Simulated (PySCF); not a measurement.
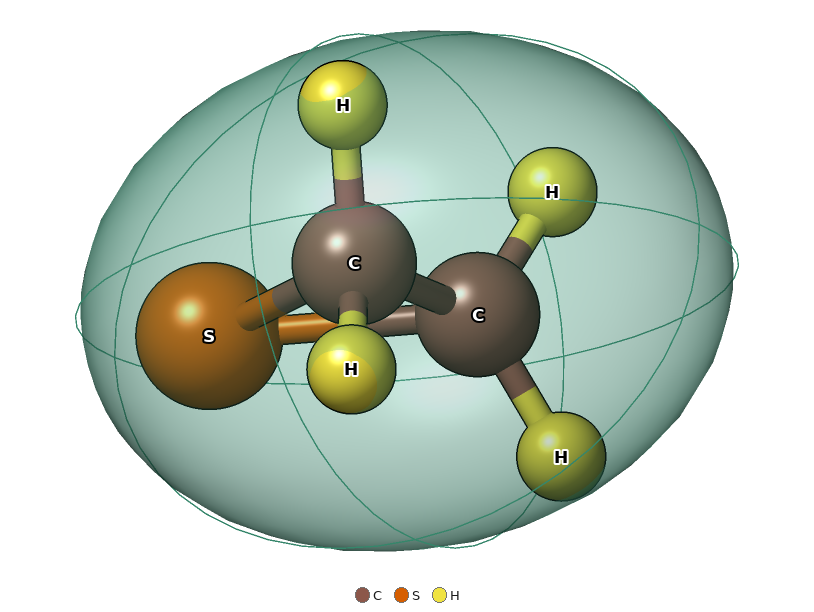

The ellipsoid shows the static dipole polarisability: its half-axes are proportional to the principal values. The geometry was computed by an optimisation with PBE0-D3(BJ)/def2-SVP. No frequency run is at hand to confirm it as a minimum. Computed with ωB97X-D/def2-SVPD in benzene (IEF-PCM) (PySCF 2.14.0).

**How large and how anisotropic is the polarisability?**

Principal values 43.7, 47.5, 59.0 bohr³; mean 50.1 bohr³ (7.42 Å³); anisotropy 13.8 bohr³, so the longest axis is 1.35 times the shortest.
